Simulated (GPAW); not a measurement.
## Work function of ZrSi2N4 monolayer at several levels

Aim: the work function of both faces of ZrSi2N4 monolayer, and its spread over functionals and bases. Where a layer proves gapped, the work function hangs on where the smearing puts the Fermi level, and the band edges take its place.

Main program and level: GPAW 26.7.0; GPAW, PAW setups; layer in a repeated cell with vacuum, relaxation of atoms and in-plane cell, in the first sound run; inputs show where later runs differ.

## (1) Set-up

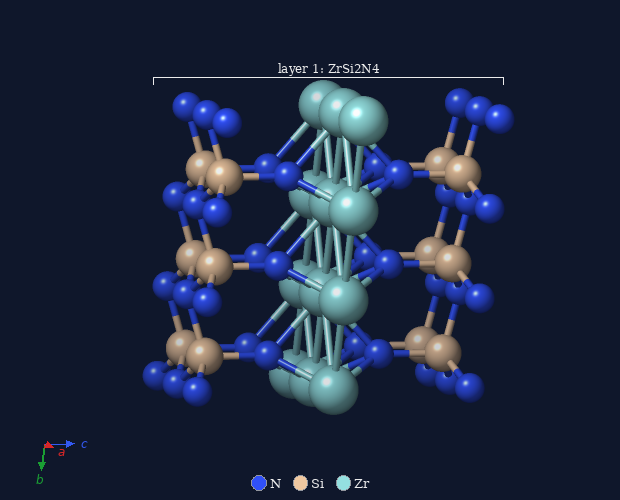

The cell as given, from the side, with the c axis across the page (nitrogen blue, silicon light orange, zirconium light teal). 2×3×1 cells are drawn. Bonds to atoms that aren't drawn are left out. Some periodic images of atoms are drawn too.

The cell holds 7 atoms: 4 N, 2 Si and 1 Zr. Cell: a = 2.920 Å, b = 2.920 Å, c = 25.464 Å, α = 90.0°, β = 90.0°, γ = 120.0°. Vacuum lies along c.

## (2) Relaxing the atoms

Forces are removed first; all later runs use this geometry.

run.py

```python
import json
import numpy as np
from ase import Atoms
from ase.filters import FrechetCellFilter
from ase.optimize import BFGS
from gpaw import GPAW, PW

slab = Atoms(
    ['N', 'Si', 'N', 'Zr', 'N', 'Si', 'N'],
    positions=[
        [0.00000, 0.00000, 9.00000],
        [-0.00000, 1.68586, 9.46943],
        [-0.00000, 1.68586, 11.21943],
        [0.00000, 0.00000, 12.73208],
        [-0.00000, 1.68586, 14.24472],
        [-0.00000, 1.68586, 15.99472],
        [0.00000, 0.00000, 16.46415]],
    cell=[[2.92, 0.0, 0.0], [-1.46, 2.52879, 0.0], [0.0, 0.0, 25.4642]],
    pbc=[True, True, True])

slab.calc = GPAW(mode=PW(600), xc='PBE', kpts={'size': (12, 12, 1), 'gamma': True},
                 occupations={'name': 'fermi-dirac', 'width': 0.05}, nbands='200%',
                 convergence={'density': 1e-05}, maxiter=200,
                 symmetry={'tolerance': 1e-3}, txt='slab.txt')
result = {}
# The in-plane cell is free; stress needs a cell that repeats along all three vectors
path = []
opt = BFGS(FrechetCellFilter(slab, mask=[1, 1, 0, 0, 0, 1]), maxstep=0.2)
opt.attach(lambda: path.append((slab.get_potential_energy(), slab.positions.tolist(), slab.get_forces().tolist())))
result['relaxed'] = bool(opt.run(fmax=0.02, steps=45))
result['path'] = path
result['cell'] = slab.cell.tolist()
print('in-plane lattice', slab.cell.cellpar().round(4)[[0, 1, 5]])
energy = slab.get_potential_energy()
fermi = slab.calc.get_fermi_level()
v = slab.calc.get_electrostatic_potential().mean((0, 1)) - fermi
n = slab.calc.get_pseudo_density().mean((0, 1))
L = slab.cell[2, 2]
z = np.arange(len(v)) * L / len(v)
low, high = slab.positions[:, 2].min(), slab.positions[:, 2].max()
below, above = np.interp([low - 6.8, high + 6.8], z, v)
slopes = [np.interp(x, z, np.gradient(v, z)) for x in (low - 6.8, high + 6.8)]
eps = np.array([[slab.calc.get_eigenvalues(k, s) for k in range(len(slab.calc.get_ibz_k_points()))]
                for s in range(slab.calc.get_number_of_spins())]) - fermi
top, bottom = eps[eps < 0].max(), eps[eps > 0].min()
dipole = slab.get_dipole_moment()[2]
print(f'energy {energy:.4f} eV, Fermi level {fermi:.4f} eV, dipole {dipole:.5f} e A')
print(f'potential 6.8 A off the faces, from the Fermi level: lower {below:.4f} eV, upper {above:.4f} eV')
print(f'slope of the potential there: lower {slopes[0]:.5f}, upper {slopes[1]:.5f} eV/A')
print(f'nearest levels on the mesh: {top:.4f} and {bottom:.4f} eV')
print('magnetic moment', round(slab.get_magnetic_moment(), 3))
result.update(energy=energy, fermi=fermi, dipole=dipole, below=below, above=above, slopes=slopes, edges=[top, bottom],
              z=z.tolist(), v=v.tolist(), n=n.tolist(), positions=slab.positions.tolist(),
              forces=slab.get_forces(apply_constraint=False).tolist(), moments=slab.get_magnetic_moments().tolist())
json.dump(result, open('result.json', 'w'))
```

Launch:

```sh
$ OMP_NUM_THREADS=1 OPENBLAS_NUM_THREADS=1 python run.py
```

The log of the run:

```text
Step          Energy          fmax
BFGS:    0      -56.309456        3.664387
BFGS:    1      -56.721256        2.297271
BFGS:    2      -57.178858        1.129514
BFGS:    3      -57.251693        1.130619
BFGS:    4      -57.686191        1.244817
BFGS:    5      -57.778519        0.684202
BFGS:    6      -57.826228        0.091011
BFGS:    7      -57.821518        0.067605
BFGS:    8      -57.819083        0.052102
BFGS:    9      -57.811154        0.018493
in-plane lattice [  3.0118   3.0118 120.    ]
energy -57.8112 eV, Fermi level -0.2089 eV, dipole -0.00088 e A
potential 6.8 A off the faces, from the Fermi level: lower 5.7259 eV, upper 5.7297 eV
slope of the potential there: lower -0.00108, upper -0.00047 eV/A
nearest levels on the mesh: -0.5714 and 0.6995 eV
magnetic moment 0.0
```

Elapsed: 12 min, on 1 thread of Intel Xeon Platinum 8375C at 2.90GHz (Ice Lake), shared host; peak memory 0.57 GiB.

This step gave:

| Property | Result |
| --- | --- |
| dipole along the normal | -8.77e-4 e·Å |
| levels nearest the Fermi level on the mesh | -0.5714, 0.6995 eV from the Fermi level |

The electrostatic potential energy of an electron (without an applied field's), less the Fermi level, planar mean oscillates, so the rows of the table below give means over windows of 1.06 Å about each position, cut where the curve ends. Its maxima inside the range that stand out by 2 % of the span (Å: eV): 10.8: 0.700, 11.8: -7.34, 13.6: -7.34, 14.7: 0.706. Its minima: 9.4: -22.0, 11.5: -11.7, 12.7: -26.6, 14.0: -11.7, 16.1: -22.0.

Electrostatic potential energy of an electron (without an applied field's), less the Fermi level, planar mean against z; means over each step:

| z (Å) | electrostatic potential energy of an electron (without an applied field's), less the Fermi level, planar mean (eV) |
| --- | --- |
| 0.53 | 5.73 |
| 1.59 | 5.73 |
| 2.65 | 5.73 |
| 3.71 | 5.72 |
| 4.77 | 5.72 |
| 5.83 | 5.72 |
| 6.89 | 5.69 |
| 7.95 | 4.74 |
| 9.01 | -11.6 |
| 10.07 | -11.1 |
| 11.13 | -4.57 |
| 12.19 | -14.8 |
| 13.25 | -15.2 |
| 14.31 | -4.77 |
| 15.37 | -10.6 |
| 16.43 | -12.1 |
| 17.49 | 4.67 |
| 18.55 | 5.69 |
| 19.61 | 5.73 |
| 20.67 | 5.73 |
| 21.73 | 5.73 |
| 22.79 | 5.73 |
| 23.85 | 5.73 |
| 24.91 | 5.73 |

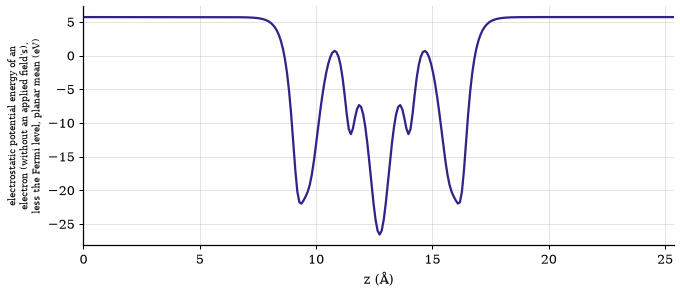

Electrostatic potential energy of an electron (without an applied field's), less the Fermi level, planar mean, plotted against z.

The pseudo valence density, planar mean oscillates, so the rows of the table below give means over windows of 1 Å about each position, cut where the curve ends. Its maxima inside the range that stand out by 2 % of the span (Å: e/Å³): 9.4: 0.807, 11.5: 0.721, 12.7: 1.34, 14.0: 0.721, 16.1: 0.808. Its minima: 10.4: 0.236, 12.0: 0.609, 13.4: 0.609, 15.0: 0.236.

Table of pseudo valence density, planar mean by z; means over each step:

| z (Å) | pseudo valence density, planar mean (e/Å³) |
| --- | --- |
| 6 | 1.1e-4 |
| 7 | 0.00261 |
| 8 | 0.0662 |
| 9 | 0.615 |
| 10 | 0.383 |
| 11 | 0.460 |
| 12 | 0.736 |
| 13 | 0.983 |
| 14 | 0.638 |
| 15 | 0.285 |
| 16 | 0.647 |
| 17 | 0.263 |
| 18 | 0.0113 |
| 19 | 4.8e-4 |
| 20 | 2.1e-5 |

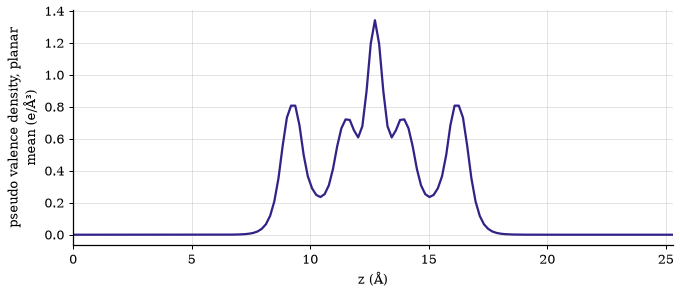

Pseudo valence density, planar mean, plotted against z.

The relaxation lowered the energy of the cell by 1.51 eV (energies extrapolated to zero smearing; the optimiser's log prints free energies). The largest force left on a free atom is 0.018 eV/Å.

## (3) Plane waves, PBE

With the geometry fixed, the planar mean of the potential gives the vacuum level on each side.

This step: GPAW, PAW setups; slab in vacuum (GPAW 26.7.0).

The cell differs from the one that the last finished run ended in (c 25.464 → 25.039 Å).

Edit run.py of step 2 so:

```diff
@@ -3,4 +3,2 @@
 from ase import Atoms
-from ase.filters import FrechetCellFilter
-from ase.optimize import BFGS
 from gpaw import GPAW, PW
@@ -10,25 +8,18 @@
     positions=[
-        [0.00000, 0.00000, 9.00000],
-        [-0.00000, 1.68586, 9.46943],
-        [-0.00000, 1.68586, 11.21943],
-        [0.00000, 0.00000, 12.73208],
-        [-0.00000, 1.68586, 14.24472],
-        [-0.00000, 1.68586, 15.99472],
-        [0.00000, 0.00000, 16.46415]],
-    cell=[[2.92, 0.0, 0.0], [-1.46, 2.52879, 0.0], [0.0, 0.0, 25.4642]],
-    pbc=[True, True, True])
+        [-0.00000, 0.00000, 9.00000],
+        [0.00000, 1.73887, 9.49548],
+        [0.00000, 1.73887, 11.24747],
+        [-0.00000, 0.00000, 12.51936],
+        [0.00000, 1.73887, 13.79125],
+        [0.00000, 1.73887, 15.54324],
+        [-0.00000, -0.00000, 16.03872]],
+    cell=[[3.01181, 0.0, 0.0], [-1.50591, 2.6083, 0.0], [0.0, 0.0, 25.0387]],
+    pbc=[True, True, False])
 
-slab.calc = GPAW(mode=PW(600), xc='PBE', kpts={'size': (12, 12, 1), 'gamma': True},
+slab.calc = GPAW(mode=PW(500), xc='PBE', kpts={'size': (12, 12, 1), 'gamma': True},
                  occupations={'name': 'fermi-dirac', 'width': 0.05}, nbands='200%',
                  convergence={'density': 1e-05}, maxiter=200,
+                 poissonsolver={'dipolelayer': 'xy'},
                  symmetry={'tolerance': 1e-3}, txt='slab.txt')
 result = {}
-# The in-plane cell is free; stress needs a cell that repeats along all three vectors
-path = []
-opt = BFGS(FrechetCellFilter(slab, mask=[1, 1, 0, 0, 0, 1]), maxstep=0.2)
-opt.attach(lambda: path.append((slab.get_potential_energy(), slab.positions.tolist(), slab.get_forces().tolist())))
-result['relaxed'] = bool(opt.run(fmax=0.02, steps=45))
-result['path'] = path
-result['cell'] = slab.cell.tolist()
-print('in-plane lattice', slab.cell.cellpar().round(4)[[0, 1, 5]])
 energy = slab.get_potential_energy()
```

The log of the run:

```text
energy -56.0665 eV, Fermi level -0.0859 eV, dipole 0.00033 e A
potential 6.8 A off the faces, from the Fermi level: lower 5.7091 eV, upper 5.7008 eV
slope of the potential there: lower -0.00099, upper 0.00099 eV/A
nearest levels on the mesh: -0.5579 and 0.6874 eV
magnetic moment 0.0
```

The job ended after 43 s (1 thread; peak memory 0.28 GiB).

This step gave:

| Item | Value |
| --- | --- |
| dipole along the normal | 3.35e-4 e·Å |
| levels nearest the Fermi level on the mesh | -0.5579, 0.6874 eV from the Fermi level |
| upper work function | 5.701 eV |
| lower work function | 5.709 eV |
| upper ionisation energy | 6.259 eV |

The electrostatic potential energy of an electron (without an applied field's), less the Fermi level, planar mean oscillates, so the rows of the table below give means over windows of 1.11 Å about each position, cut where the curve ends. Its maxima inside the range that stand out by 2 % of the span (Å: eV): 10.6: 0.675, 11.7: -7.42, 13.4: -7.42, 14.5: 0.671. Its minima: 9.1: -22.0, 11.3: -11.6, 12.5: -26.6, 13.7: -11.6, 16.0: -22.0.

The electrostatic potential energy of an electron (without an applied field's), less the Fermi level, planar mean by z; means over each step:

| z (Å) | electrostatic potential energy of an electron (without an applied field's), less the Fermi level, planar mean (eV) |
| --- | --- |
| 0.56 | 5.71 |
| 1.67 | 5.71 |
| 2.77 | 5.71 |
| 3.88 | 5.71 |
| 4.99 | 5.71 |
| 6.10 | 5.70 |
| 7.21 | 5.51 |
| 8.32 | -0.958 |
| 9.43 | -17.7 |
| 10.54 | -2.35 |
| 11.65 | -11.0 |
| 12.76 | -19.2 |
| 13.87 | -6.43 |
| 14.98 | -7.40 |
| 16.09 | -14.4 |
| 17.20 | 4.29 |
| 18.31 | 5.65 |
| 19.42 | 5.70 |
| 20.53 | 5.70 |
| 21.64 | 5.70 |
| 22.75 | 5.70 |
| 23.86 | 5.70 |

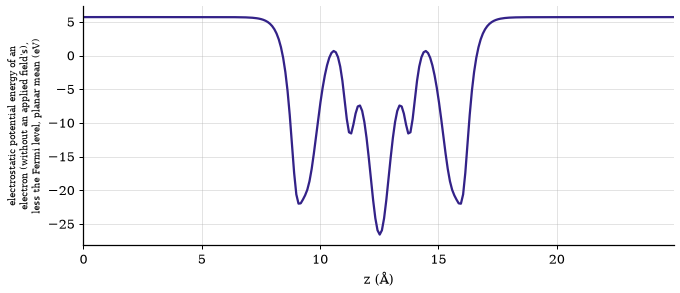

Electrostatic potential energy of an electron (without an applied field's), less the Fermi level, planar mean, plotted against z.

The pseudo valence density, planar mean oscillates, so the rows of the table below give means over windows of 1 Å about each position, cut where the curve ends. Its maxima inside the range that stand out by 2 % of the span (Å: e/Å³): 9.1: 0.816, 11.3: 0.722, 12.6: 1.30, 13.7: 0.722, 16.0: 0.816. Its minima: 10.2: 0.236, 11.9: 0.616, 13.2: 0.616, 14.8: 0.236.

Table of pseudo valence density, planar mean by z; means over each step:

| z (Å) | pseudo valence density, planar mean (e/Å³) |
| --- | --- |
| 5 | 1.1e-5 |
| 6 | 2.1e-4 |
| 7 | 0.00524 |
| 8 | 0.131 |
| 9 | 0.679 |
| 10 | 0.307 |
| 11 | 0.556 |
| 12 | 0.841 |
| 13 | 0.866 |
| 14 | 0.571 |
| 15 | 0.300 |
| 16 | 0.682 |
| 17 | 0.145 |
| 18 | 0.00590 |
| 19 | 2.5e-4 |
| 20 | 1.2e-5 |

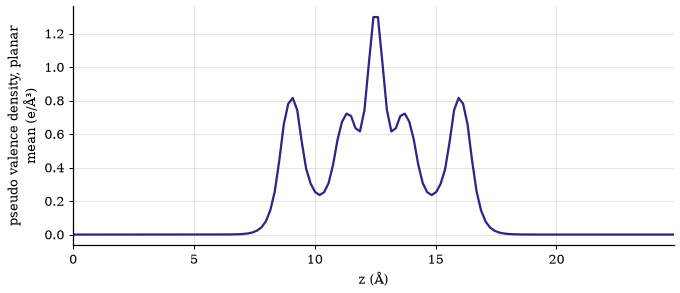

Pseudo valence density, planar mean against z.

Force by atom:

| atom | x (eV/Å) | y (eV/Å) | z (eV/Å) | size |
| --- | --- | --- | --- | --- |
| N1 | 0.000 | 0.000 | -0.103 | 0.103 |
| Si2 | 0.000 | 0.000 | 0.033 | 0.033 |
| N3 | 0.000 | 0.000 | 0.091 | 0.091 |
| Zr4 | 0.000 | 0.000 | 0.000 | 0.000 |
| N5 | 0.000 | 0.000 | -0.091 | 0.091 |
| Si6 | 0.000 | 0.000 | -0.033 | 0.033 |
| N7 | 0.000 | 0.000 | 0.103 | 0.103 |

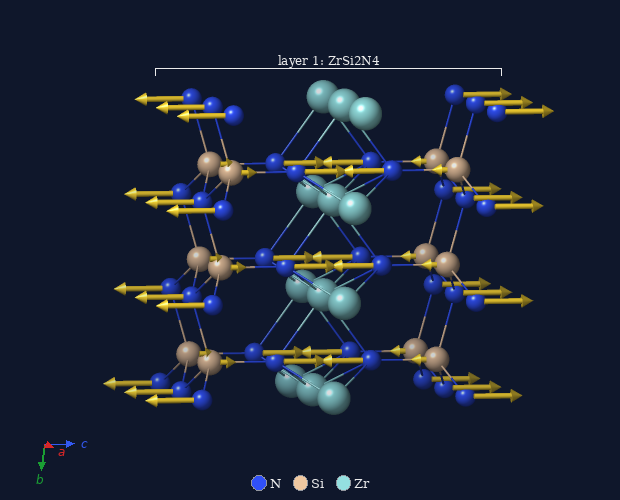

Force as arrows, the longest 0.103 eV/Å. Bonds to atoms that aren't drawn are left out. 2×3×1 cells are drawn. Some periodic images of atoms are drawn too.

The layer is gapped, so the Fermi level lies somewhere inside the gap, set by smearing and numerics, and these work functions are no property of the material; the band edges below the vacuum level are. The potential is flat to 9.9e-4 eV/Å where it is read, so the vacuum is wide enough.

## (4) Self-consistent run: xc = "RPBE"

The same geometry under RPBE, to see how far the functional moves the levels against the vacuum.

Edit run.py of step 3 so:

```diff
@@ -18,3 +18,3 @@
 
-slab.calc = GPAW(mode=PW(500), xc='PBE', kpts={'size': (12, 12, 1), 'gamma': True},
+slab.calc = GPAW(mode=PW(500), xc='RPBE', kpts={'size': (12, 12, 1), 'gamma': True},
                  occupations={'name': 'fermi-dirac', 'width': 0.05}, nbands='200%',
```

The log of the run:

```text
energy -53.2150 eV, Fermi level 0.0558 eV, dipole 0.00033 e A
potential 6.8 A off the faces, from the Fermi level: lower 5.5610 eV, upper 5.5527 eV
slope of the potential there: lower -0.00098, upper 0.00098 eV/A
nearest levels on the mesh: -0.5808 and 0.7118 eV
magnetic moment 0.0
```

Wall time 44 s (1 thread); peak memory 0.28 GiB.

This step gave:

```yaml
levels_nearest_the_fermi_level_on_the_mesh: -0.5808, 0.7118 eV from the Fermi level
upper_work_function: 5.553 eV
lower_work_function: 5.561 eV
upper_ionisation_energy: 6.134 eV
```

The electrostatic potential energy of an electron (without an applied field's), less the Fermi level, planar mean oscillates, so the rows of the table below give means over windows of 1.11 Å about each position, cut where the curve ends. Its maxima inside the range that stand out by 2 % of the span (Å: eV): 10.6: 0.549, 11.7: -7.54, 13.4: -7.54, 14.5: 0.545. Its minima: 9.1: -22.1, 11.3: -11.7, 12.5: -26.7, 13.7: -11.7, 16.0: -22.1.

Electrostatic potential energy of an electron (without an applied field's), less the Fermi level, planar mean against z; means over each step:

| z (Å) | electrostatic potential energy of an electron (without an applied field's), less the Fermi level, planar mean (eV) |
| --- | --- |
| 0.56 | 5.56 |
| 1.67 | 5.56 |
| 2.77 | 5.56 |
| 3.88 | 5.56 |
| 4.99 | 5.56 |
| 6.10 | 5.55 |
| 7.21 | 5.36 |
| 8.32 | -1.09 |
| 9.43 | -17.8 |
| 10.54 | -2.48 |
| 11.65 | -11.1 |
| 12.76 | -19.4 |
| 13.87 | -6.56 |
| 14.98 | -7.54 |
| 16.09 | -14.5 |
| 17.20 | 4.14 |
| 18.31 | 5.50 |
| 19.42 | 5.55 |
| 20.53 | 5.55 |
| 21.64 | 5.55 |
| 22.75 | 5.55 |
| 23.86 | 5.55 |

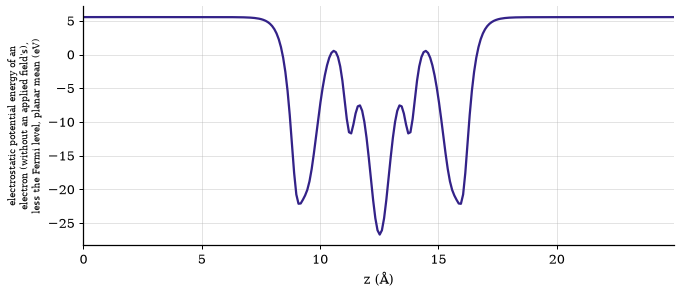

Electrostatic potential energy of an electron (without an applied field's), less the Fermi level, planar mean against z.

The pseudo valence density, planar mean oscillates, so the rows of the table below give means over windows of 1 Å about each position, cut where the curve ends. Its maxima inside the range that stand out by 2 % of the span (Å: e/Å³): 9.1: 0.815, 11.3: 0.721, 12.6: 1.30, 13.7: 0.721, 16.0: 0.815. Its minima: 10.2: 0.236, 11.9: 0.616, 13.2: 0.616, 14.8: 0.236.

The pseudo valence density, planar mean by z; means over each step:

| z (Å) | pseudo valence density, planar mean (e/Å³) |
| --- | --- |
| 5 | 1.2e-5 |
| 6 | 2.2e-4 |
| 7 | 0.00521 |
| 8 | 0.131 |
| 9 | 0.679 |
| 10 | 0.307 |
| 11 | 0.556 |
| 12 | 0.842 |
| 13 | 0.866 |
| 14 | 0.572 |
| 15 | 0.300 |
| 16 | 0.683 |
| 17 | 0.145 |
| 18 | 0.00585 |
| 19 | 2.6e-4 |
| 20 | 1.3e-5 |

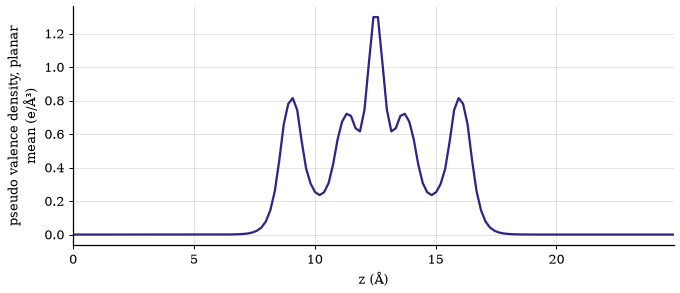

Pseudo valence density, planar mean against z.

Force by atom:

| atom | x (eV/Å) | y (eV/Å) | z (eV/Å) | size |
| --- | --- | --- | --- | --- |
| N1 | 0.000 | 0.000 | -0.276 | 0.276 |
| Si2 | 0.000 | 0.000 | 0.003 | 0.003 |
| N3 | 0.000 | 0.000 | 0.038 | 0.038 |
| Zr4 | 0.000 | 0.000 | 0.000 | 0.000 |
| N5 | 0.000 | 0.000 | -0.038 | 0.038 |
| Si6 | 0.000 | 0.000 | -0.003 | 0.003 |
| N7 | 0.000 | 0.000 | 0.276 | 0.276 |

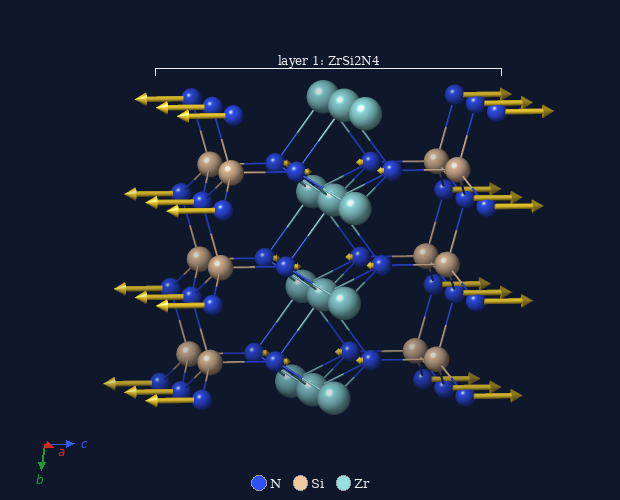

Force as arrows, the longest 0.276 eV/Å. Bonds to atoms that aren't drawn are left out. 2×3×1 cells are drawn. Some periodic images of atoms are drawn too.

The highest filled level lies 0.581 eV under the Fermi level, so the ionisation energy from the upper face is 5.553 + 0.581 = 6.134 eV, against 6.259 eV in the base run.

## (5) Self-consistent run: xc = "vdW-DF2"

The same geometry under vdW-DF2, to see how far the functional moves the levels against the vacuum (the van der Waals functionals take revPBE setups).

Edit run.py of step 4 so:

```diff
@@ -18,3 +18,3 @@
 
-slab.calc = GPAW(mode=PW(500), xc='RPBE', kpts={'size': (12, 12, 1), 'gamma': True},
+slab.calc = GPAW(mode=PW(500), xc='vdW-DF2', kpts={'size': (12, 12, 1), 'gamma': True},
                  occupations={'name': 'fermi-dirac', 'width': 0.05}, nbands='200%',
```

The log of the run:

```text
energy -216.5066 eV, Fermi level -0.3003 eV, dipole 0.00033 e A
potential 6.8 A off the faces, from the Fermi level: lower 6.0942 eV, upper 6.0859 eV
slope of the potential there: lower -0.00104, upper 0.00104 eV/A
nearest levels on the mesh: -0.6220 and 0.7574 eV
magnetic moment 0.0
```

The job ended after 56 s (1 thread; peak memory 0.45 GiB).

Numbers from this step:

```
levels nearest the Fermi level on the mesh : -0.6220, 0.7574 eV from the Fermi level
upper work function                        : 6.086 eV
lower work function                        : 6.094 eV
upper ionisation energy                    : 6.708 eV
```

The highest filled level lies 0.622 eV under the Fermi level, so the ionisation energy from the upper face is 6.086 + 0.622 = 6.708 eV, against 6.259 eV in the base run.

(Continued in part 2 of 2.)

[Logs are printed without paths, hosts, clocks, repeated set-up lines and the standing remarks that a program may print on its own settings, such as how far it seeks lower states.]

[Hosts, paths, dates, database ids (printed as entryN), source tags and the programs' standing remarks are cut or masked in the printed files.]
